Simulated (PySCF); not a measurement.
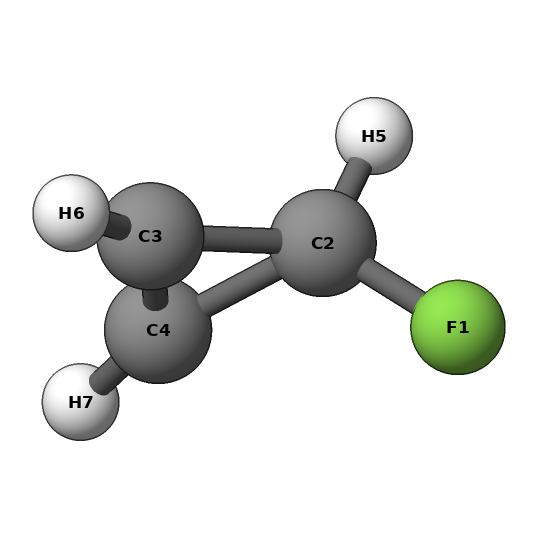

Geometry: a frame of a GFN2-xTB molecular-dynamics simulation, not a minimum. Properties computed with GIAO PBE0/pcSseg-1 NMR shielding, non-relativistic, gas phase (PySCF 2.14.0). Principal shieldings σ11 ≤ σ22 ≤ σ33, span Ω = σ33 − σ11, skew κ = 3(σiso − σ22)/Ω.

Give the shielding tensors of the F atoms.

```csv
atom,σ11,σ22,σ33,σiso,Ω,κ
F1,326.1,361.6,443.9,377.2,117.8,0.40
```

Shieldings and span in ppm.
